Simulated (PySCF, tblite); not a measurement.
# C7H9ClOSi: geometry, infrared bands and NMR shifts

Wanted: the infrared bands and NMR shifts of C7H9ClOSi (`[SiH3]OC1=CCC=C/C1=C\Cl`), by calculation.

Programs: tblite 0.8.0 and PySCF 2.14.0, with density-fitted response routines of our own. Each step states its level of theory. These are calculated values for one molecule in the gas phase, unless marked as measured. Atoms count from 0, in the outputs and in this text.

## Step 1: The starting structure

19 atoms, charge 0, multiplicity 1; geometry from: force field or distance geometry start.

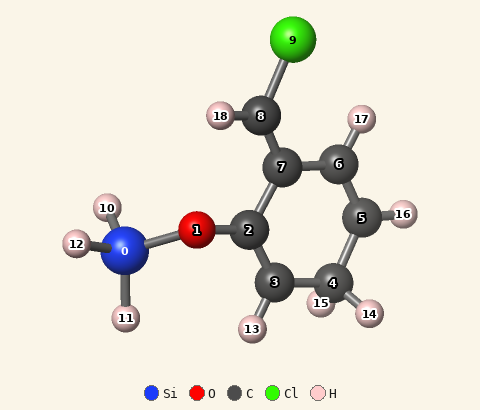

The starting geometry (silicon blue, oxygen red, carbon dark grey, chlorine green, hydrogen pink), atoms numbered.

## Step 2: Geometry optimisation with GFN2-xTB

The job: settings as JSON, then the geometry in Å.

```
{"job": {"kind": "relax", "xc": "GFN2-xTB", "basis": "xTB"}, "charge": 0, "multiplicity": 1}
Si     3.007000    -0.051900    -0.026600
O      1.612000     0.055800    -0.965400
C      0.382500    -0.182800    -0.389000
C     -0.013000    -1.375300     0.066800
C     -1.376700    -1.656000     0.657400
C     -2.279100    -0.450600     0.664100
C     -1.914700     0.747900     0.166500
C     -0.588000     0.942600    -0.429600
C     -0.246800     2.102300    -1.009200
Cl    -1.231900     3.511200    -1.146100
H      2.911400     0.896200     1.113300
H      3.173100    -1.437100     0.485200
H      4.169800     0.312000    -0.846200
H      0.672800    -2.228800     0.040600
H     -1.859300    -2.439800     0.069800
H     -1.260500    -2.019900     1.688200
H     -3.260000    -0.570200     1.106800
H     -2.618400     1.566300     0.213000
H      0.710000     2.287300    -1.467100
```

The run is started by

```console
$ OMP_NUM_THREADS=1 python probes_run.py task.json out
```

This one command runs all jobs of the session in turn.

What it wrote:

```text
step      E/eV     max force
  0    -814.44648    1.402
  1    -814.51175    0.931
  2    -814.56323    0.654
  3    -814.59479    0.417
  4    -814.60812    0.370
  5    -814.61859    0.346
  6    -814.63395    0.349
  7    -814.64476    0.252
  8    -814.65167    0.228
  9    -814.65794    0.191
 10    -814.66436    0.182
 11    -814.66938    0.166
 12    -814.67243    0.115
 13    -814.67433    0.097
 14    -814.67598    0.104
 15    -814.67735    0.093
 16    -814.67835    0.069
 17    -814.67930    0.074
 18    -814.68026    0.082
 19    -814.68107    0.076
 20    -814.68173    0.072
 21    -814.68245    0.082
 22    -814.68346    0.104
 23    -814.68479    0.085
 24    -814.68623    0.083
 25    -814.68759    0.076
 26    -814.68907    0.112
 27    -814.69093    0.133
 28    -814.69307    0.104
 29    -814.69497    0.107
 30    -814.69622    0.074
 31    -814.69697    0.062
 32    -814.69756    0.058
 33    -814.69811    0.063
 34    -814.69859    0.051
 35    -814.69899    0.039
 36    -814.69928    0.038
 37    -814.69950    0.031
 38    -814.69968    0.028
 39    -814.69984    0.029
 40    -814.70002    0.034
 41    -814.70022    0.035
 42    -814.70040    0.034
 43    -814.70054    0.030
 44    -814.70065    0.025
 45    -814.70075    0.027
 46    -814.70083    0.021
 47    -814.70089    0.018
 48    -814.70094    0.019
 49    -814.70100    0.018
 50    -814.70106    0.023
 51    -814.70114    0.021
 52    -814.70123    0.026
 53    -814.70134    0.031
 54    -814.70150    0.029
 55    -814.70166    0.033
 56    -814.70180    0.025
 57    -814.70192    0.028
 58    -814.70207    0.033
 59    -814.70229    0.043
 60    -814.70257    0.042
 61    -814.70279    0.031
 62    -814.70294    0.033
 63    -814.70308    0.036
 64    -814.70332    0.039
 65    -814.70364    0.047
 66    -814.70398    0.043
 67    -814.70423    0.033
 68    -814.70446    0.040
 69    -814.70478    0.059
 70    -814.70518    0.059
 71    -814.70551    0.034
 72    -814.70567    0.024
 73    -814.70574    0.024
 74    -814.70581    0.034
 75    -814.70593    0.038
 76    -814.70610    0.028
 77    -814.70623    0.027
 78    -814.70635    0.025
 79    -814.70650    0.026
 80    -814.70663    0.029
 81    -814.70673    0.023
 82    -814.70680    0.026
 83    -814.70691    0.026
 84    -814.70707    0.031
 85    -814.70720    0.023
 86    -814.70726    0.010
```

Run time: 0.85 s. Hardware: 1 thread of Arm Neoverse V2, shared host; peak memory 0.18 GiB.

The steps of the relaxation: (not every step is listed)

```csv
step,energy from step 0 (eV),largest force (eV/Å)
0,0.0000,1.4016
1,-0.0653,0.9308
2,-0.1168,0.6539
3,-0.1483,0.4173
4,-0.1616,0.3699
5,-0.1721,0.3460
6,-0.1875,0.3493
7,-0.1983,0.2523
8,-0.2052,0.2281
15,-0.2309,0.0934
22,-0.2370,0.1037
29,-0.2485,0.1073
36,-0.2528,0.0381
43,-0.2541,0.0305
50,-0.2546,0.0226
57,-0.2554,0.0284
64,-0.2568,0.0392
71,-0.2590,0.0337
78,-0.2599,0.0251
81,-0.2603,0.0228
82,-0.2603,0.0263
83,-0.2604,0.0260
84,-0.2606,0.0313
85,-0.2607,0.0234
86,-0.2608,0.0101
```

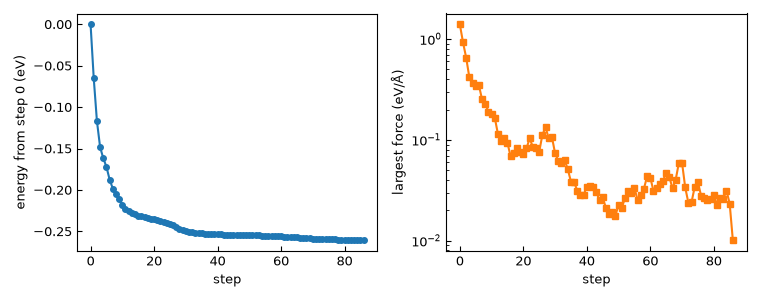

Energy and largest force along the relaxation.

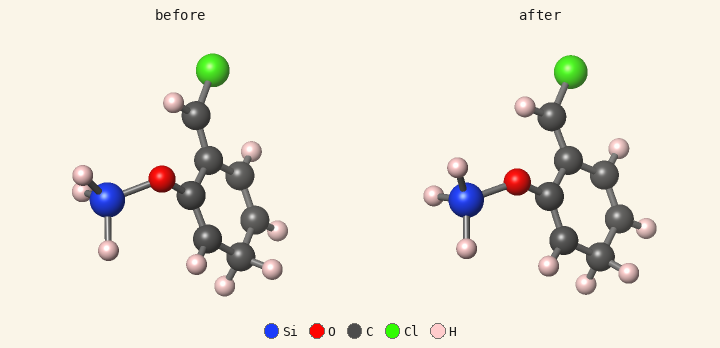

The geometry before (left) and after (right).

Close pairs (by a distance rule), those that changed most:

| bond | before (Å) | after (Å) | change (Å) |
| --- | --- | --- | --- |
| Si0–O1 | 1.685 | 1.623 | -0.062 |
| O1–C2 | 1.379 | 1.355 | -0.024 |
| C2–C7 | 1.487 | 1.464 | -0.022 |
| Si0–H10 | 1.486 | 1.464 | -0.022 |
| Si0–H11 | 1.486 | 1.464 | -0.022 |
| C3–C4 | 1.512 | 1.491 | -0.021 |
| C6–C7 | 1.467 | 1.450 | -0.018 |
| C5–C6 | 1.348 | 1.331 | -0.017 |

The next job starts from the end point, and lists it.

## Step 3: Harmonic vibrations with GFN2-xTB

The job: settings as JSON, then the geometry in Å.

```
{"job": {"kind": "ir", "xc": "GFN2-xTB", "basis": "xTB"}, "charge": 0, "multiplicity": 1}
Si     3.085076    -0.092729    -0.097186
O      1.595329     0.118965    -0.704603
C      0.339895    -0.133193    -0.262647
C     -0.018720    -1.313535     0.247530
C     -1.404919    -1.629413     0.698020
C     -2.348558    -0.492013     0.511579
C     -1.978030     0.685900     0.015995
C     -0.617379     0.966429    -0.398597
C     -0.204443     2.153517    -0.872912
Cl    -1.229541     3.514619    -1.055023
H      3.258559     0.754088     1.084068
H      3.348957    -1.482017     0.283266
H      3.862389     0.328849    -1.251293
H      0.719855    -2.095656     0.343625
H     -1.777765    -2.508344     0.156161
H     -1.389618    -1.919695     1.756999
H     -3.373414    -0.665255     0.808091
H     -2.692069     1.487875    -0.095930
H      0.814592     2.330859    -1.174602
```

What it wrote:

```text
mode    cm-1     km/mol
  1     -39.7      0.39
  2      59.4      0.27
  3      84.4      0.49
  4     105.0      0.52
  5     156.9      0.22
  6     171.9      1.77
  7     243.7      0.68
  8     268.5      1.29
  9     291.1      0.07
 10     393.7      3.58
 11     454.3      0.65
 12     487.3      1.44
 13     532.1      0.91
 14     601.3     55.05
 15     618.7     13.94
 16     635.6     53.95
 17     710.8     47.16
 18     739.8      8.60
 19     750.2    187.72
 20     757.0     27.58
 21     792.2      7.11
 22     803.6    235.51
 23     808.8     23.05
 24     832.9    354.43
 25     862.1     20.38
 26     915.4    123.32
 27     920.7      0.90
 28     936.7      0.30
 29     968.6     30.06
 30    1063.7     24.01
 31    1134.4     15.78
 32    1136.8      0.72
 33    1192.2     61.94
 34    1237.6    278.04
 35    1249.9     15.97
 36    1328.0      4.24
 37    1337.5     53.07
 38    1366.2     17.31
 39    1436.1     16.44
 40    1601.6     29.80
 41    1671.3     30.96
 42    1692.2     30.33
 43    2232.3    349.87
 44    2263.3    193.13
 45    2344.5    224.16
 46    2875.3     19.91
 47    2916.8     64.74
 48    3070.7     27.45
 49    3085.3     41.48
 50    3093.0     36.26
 51    3099.0     10.58
```

It took 0.86 s on 1 thread of Arm Neoverse V2, shared host; peak memory 0.18 GiB.

The strongest bands and the atoms that carry them (share of the mass-weighted mode):

| cm⁻¹ | km/mol | atoms |
| --- | --- | --- |
| 750 | 187.7 | H12 53 %, H10 22 % |
| 804 | 235.5 | H11 42 %, H10 26 %, H12 24 % |
| 833 | 354.4 | H10 39 %, H11 38 %, H12 13 % |
| 915 | 123.3 | O1 32 %, C4 17 %, C6 16 %, C2 15 % |
| 1238 | 278.0 | O1 28 %, C2 27 %, H18 23 % |
| 2232 | 349.9 | H11 61 %, H10 35 % |
| 2263 | 193.1 | H10 62 %, H11 36 % |
| 2344 | 224.2 | H12 96 % |

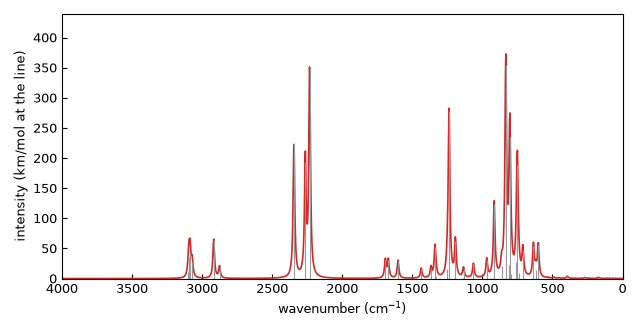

The infrared spectrum from these modes, unscaled. Lines are broadened to a width of 14 cm⁻¹ (Lorentzian).

## Step 4: NMR shieldings: PBE0/pcSseg-1

Settings changed since step 3:

```diff
@@ -1,2 +1,2 @@
-{"job": {"kind": "ir", "xc": "GFN2-xTB", "basis": "xTB"}, "charge": 0, "multiplicity": 1}
+{"job": {"kind": "nmr", "xc": "PBE0", "basis": "pcSseg-1"}, "charge": 0, "multiplicity": 1}
 Si     3.085076    -0.092729    -0.097186
```

With the program's defaults for keys left out, this is: GIAO PBE0/pcSseg-1 NMR shielding, non-relativistic, gas phase.

What it wrote:

```text
coarse grid: 17520 points
cycle   1  E = -1096.1488610710  dE =  1.693e+00  |g| = 6.602e-01  |ddm| = 4.435e+00
cycle   2  E = -1096.0690012983  dE =  7.986e-02  |g| = 9.324e-01  |ddm| = 1.414e+00
cycle   3  E = -1096.2316780762  dE = -1.627e-01  |g| = 1.083e-01  |ddm| = 9.455e-01
cycle   4  E = -1096.2338130194  dE = -2.135e-03  |g| = 4.882e-02  |ddm| = 1.422e-01
cycle   5  E = -1096.2343383278  dE = -5.253e-04  |g| = 1.679e-02  |ddm| = 5.609e-02
cycle   6  E = -1096.2343983841  dE = -6.006e-05  |g| = 5.295e-03  |ddm| = 1.981e-02
cycle   7  E = -1096.2344041939  dE = -5.810e-06  |g| = 2.325e-03  |ddm| = 7.464e-03
final grid: 161688 points
cycle   8  E = -1096.3036894487  dE = -2.689e-05  |g| = 1.224e-02  |ddm| = 4.842e-02
cycle   9  E = -1096.3036243587  dE =  6.509e-05  |g| = 2.091e-02  |ddm| = 2.980e-02
cycle  10  E = -1096.3037194619  dE = -9.510e-05  |g| = 2.865e-03  |ddm| = 2.041e-02
cycle  11  E = -1096.3037216092  dE = -2.147e-06  |g| = 7.061e-04  |ddm| = 3.773e-03
cycle  12  E = -1096.3037217225  dE = -1.133e-07  |g| = 1.716e-04  |ddm| = 9.118e-04
cycle  13  E = -1096.3037217290  dE = -6.485e-09  |g| = 4.599e-05  |ddm| = 1.916e-04
cycle  14  E = -1096.3037217295  dE = -4.509e-10  |g| = 1.694e-05  |ddm| = 6.596e-05
converged SCF energy = -1096.3037217295

GIAO shielding tensors (ppm)
atom      isotropic    diamagn.    paramagn.     s11        s22        s33       span
  0 Si     391.267     880.759    -489.492    350.724    359.124    463.954    113.230
  1 O      265.126     401.481    -136.355    198.961    258.906    337.512    138.551
  2 C       31.990     250.238    -218.248    -70.545     61.955    104.561    175.106
  3 C       76.501     258.675    -182.175    -13.015     82.810    159.707    172.723
  4 C      152.858     248.779     -95.921    133.515    161.903    163.156     29.641
  5 C       50.921     255.920    -204.999    -58.423     47.469    163.718    222.141
  6 C       57.258     246.643    -189.385    -54.470     62.739    163.507    217.977
  7 C       51.941     258.494    -206.553    -54.275     51.275    158.824    213.099
  8 C       60.895     245.938    -185.043    -13.464     72.328    123.820    137.284
  9 Cl     786.558    1145.778    -359.220    563.549    879.895    916.230    352.681
 10 H       26.787      29.802      -3.014     23.172     25.519     31.672      8.500
 11 H       26.467      29.628      -3.161     22.691     25.432     31.277      8.585
 12 H       26.725      29.355      -2.630     23.048     25.170     31.957      8.909
 13 H       26.356      33.758      -7.402     22.493     26.330     30.245      7.752
 14 H       28.340      28.214       0.126     23.759     26.667     34.595     10.836
 15 H       28.348      28.851      -0.502     23.885     26.722     34.438     10.553
 16 H       25.465      28.858      -3.393     23.006     25.659     27.731      4.725
 17 H       24.619      30.296      -5.677     20.782     22.482     30.593      9.810
 18 H       25.323      31.079      -5.756     19.134     25.002     31.833     12.699
```

Run time: 59 s. Hardware: 1 thread of Arm Neoverse V2, shared host; peak memory 1.1 GiB.

Shifts follow as δ = σ(reference) − σ, with reference shieldings (ppm) from runs at the same level and on the same kind of geometry: ¹H TMS 31.72, ¹³C TMS 186.9, ²⁹Si TMS 349.2, ¹⁷O H2O 336.1, ³⁵Cl HCl 950. The references are single molecules in the gas phase, so shifts against H2O, NH3, PH3, H3PO4 or CFCl3 are not on the usual liquid scales and can be off by tens of ppm. Atoms listed in one row are averaged.

```csv
atoms,environment,σ (ppm),δ (ppm),δ scaled to CDCl3
C2,alkene carbon bearing oxygen,32.0,154.9,149.3
C5,alkene CH,50.9,136.0,130.8
C7,fully substituted alkene carbon,51.9,135.0,129.8
C6,alkene CH,57.3,129.7,124.6
C8,alkene CH,60.9,126.0,121.1
C3,β carbon of an enol-ether or enamine type C=C,76.5,110.4,105.9
C4,allylic sp3 CH2,152.9,34.1,31.3
H17,hydrogen on an alkene CH,24.62,7.10,6.80
H18,hydrogen on an alkene CH,25.32,6.39,6.13
H16,hydrogen on an alkene CH,25.47,6.25,6.00
H13,hydrogen on a β carbon of an enol-ether or enamine type C=C,26.36,5.36,5.16
"H10, H11, H12",hydrogen on a silicon bonded to O,26.66,5.06,–
"H14, H15",hydrogen on an allylic sp3 CH2,28.34,3.37,3.28
Si0,"silicon bonded to O, 3 H",391.3,-42.1,–
O1,"oxygen bonded to C, Si",265.1,71.0,–
Cl9,chlorine bonded to C,787,163,–
```

The scaled column applies a straight-line fit of computed shieldings to shifts measured in CDCl3, with any fitted terms for Cl, Br or S neighbours (root-mean-square error 0.16 ppm for H, 1.9 ppm for C).

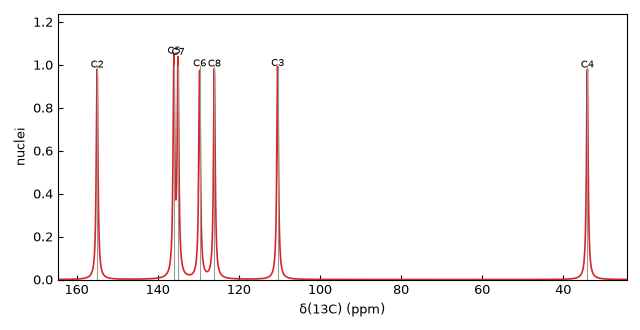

¹³C lines at the computed shifts, without couplings. Lines are broadened to a width of 0.48 ppm (Lorentzian).

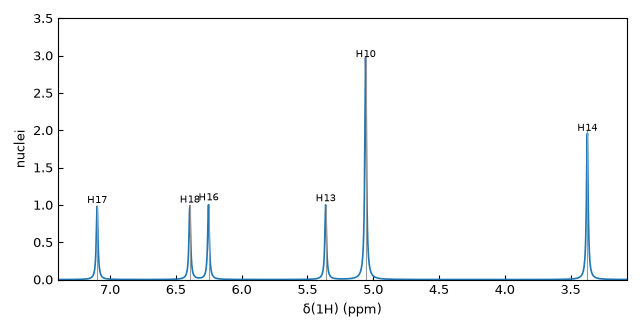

¹H lines at the computed shifts, without couplings. Lines are broadened to a width of 0.01 ppm (Lorentzian).

The run also stored atomic charges by several schemes (e):

| atoms | Mulliken | IAO | Hirshfeld | ESP fit |
| --- | --- | --- | --- | --- |
| Si0 | 0.70 | 0.88 | 0.40 | 0.58 |
| O1 | -0.66 | -0.60 | -0.19 | -0.37 |
| C2 | 0.41 | 0.20 | 0.07 | 0.02 |
| C3 | -0.23 | -0.22 | -0.07 | -0.14 |
| C4 | -0.06 | -0.27 | -0.07 | -0.18 |
| C5 | -0.16 | -0.13 | -0.03 | -0.01 |
| C6 | 0.03 | -0.16 | -0.06 | -0.43 |
| C7 | -0.35 | -0.03 | -0.03 | 0.44 |
| C8 | 0.00 | -0.19 | -0.05 | -0.46 |
| Cl9 | -0.09 | -0.02 | -0.02 | -0.03 |

ESP fit charges:

Si0 0.58; O1 -0.37; C2 0.02; C3 -0.14; C4 -0.18; C5 -0.01; C6 -0.43; C7 0.44; C8 -0.46; Cl9 -0.03; H10 -0.11; H11 -0.11; H12 -0.10; H13 0.13; H14 0.11; H15 0.10; H16 0.11; H17 0.19; H18 0.26

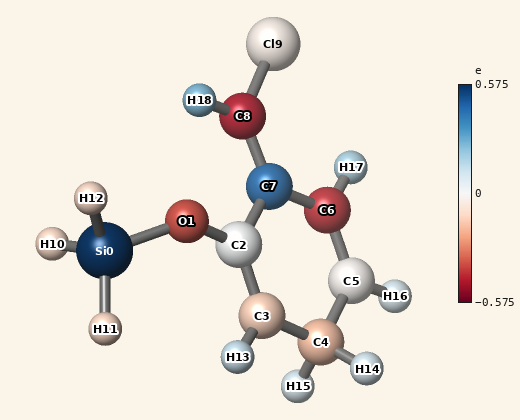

ESP fit charges, as colours on the atoms.

Mayer bond orders: Si0–O1 0.92, O1–C2 0.84, C2–C3 1.80, C3–C4 1.05, C4–C5 1.06, C5–C6 1.84, C6–C7 1.11, C7–C8 1.72, C8–Cl9 1.04, C7–C2 1.03.

Ring of atoms C2, C3, C4, C5, C6, C7: NICS(0) 0.7, NICS(1) -2.0, NICS(1)zz 1.2 ppm (means of both faces).

The fields below are evaluated on a grid from the run's orbitals.

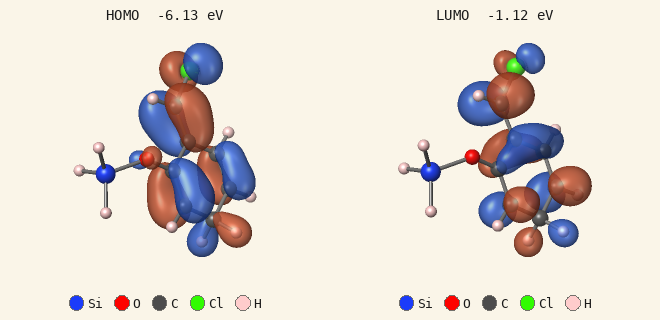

Frontier orbitals at PBE0/pcSseg-1; each surface holds 70 % of the orbital's density, blue and red mark the sign.

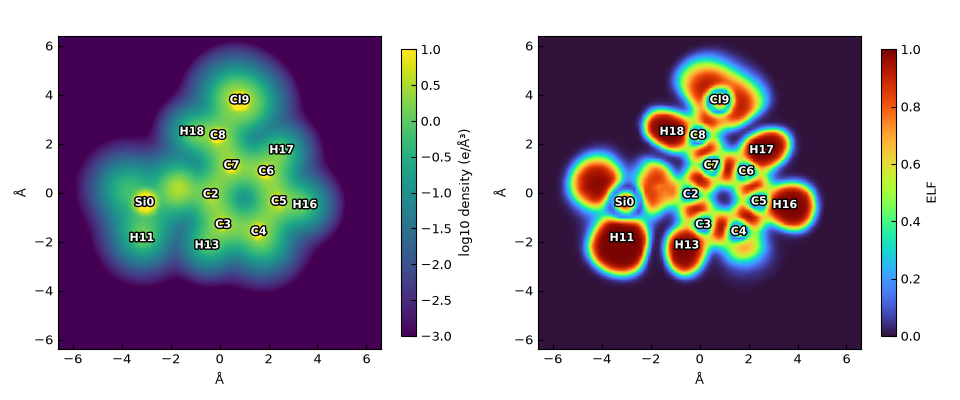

Density (left) and ELF (right) in a plane through or near 14 of the atoms.

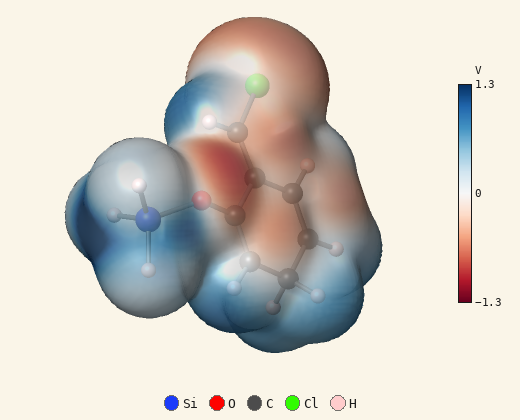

Electrostatic potential on the surface of density 0.002 e/bohr³; red is low, blue high. It runs from -0.73 V near O1 to 1.30 V near H11.

## Step 5: Summary of results

| quantity | value |
| --- | --- |
| strongest single infrared mode (GFN2-xTB) | 833 cm⁻¹, 354 km/mol |
| zero-point energy (GFN2-xTB) | 83.4 kcal/mol |
| ¹³C shifts against TMS (PBE0/pcSseg-1) | 154.9, 136.0, 135.0, 129.7, 126.0, 110.4, 34.1 ppm |
| ¹H shifts against TMS (PBE0/pcSseg-1, means over atoms taken as alike) | 7.10, 6.39, 6.25, 5.36, 5.06, 3.37 ppm |
| ²⁹Si shifts against TMS (PBE0/pcSseg-1) | -42.1 ppm |
| ¹⁷O shifts against H2O (PBE0/pcSseg-1) | 71.0 ppm |
| ³⁵Cl shifts against HCl (PBE0/pcSseg-1) | 163 ppm |
| surface potential, least and greatest | -0.73 V and 1.30 V |

In words: Over 86 steps the energy fell by 0.261 eV; of the close pairs, Si0–O1 changed most, 1.685 to 1.623 Å. The lowest mode is imaginary (40i cm⁻¹), so the xTB geometry is not a minimum. The strongest single mode, at 833 cm⁻¹, moves mainly H10 and H11. Unscaled tight-binding wavenumbers are off by several per cent, some by more. Its intensities can rank the bands wrongly. At PBE0/pcSseg-1: The largest span, 353 ppm, is at Cl9, where the paramagnetic term is -359 ppm. By nearest atom (PBE0/pcSseg-1), the HOMO sits on C8 22 %; C3 16 % and the LUMO on C8 26 %; C5, C7 about 14 % each.
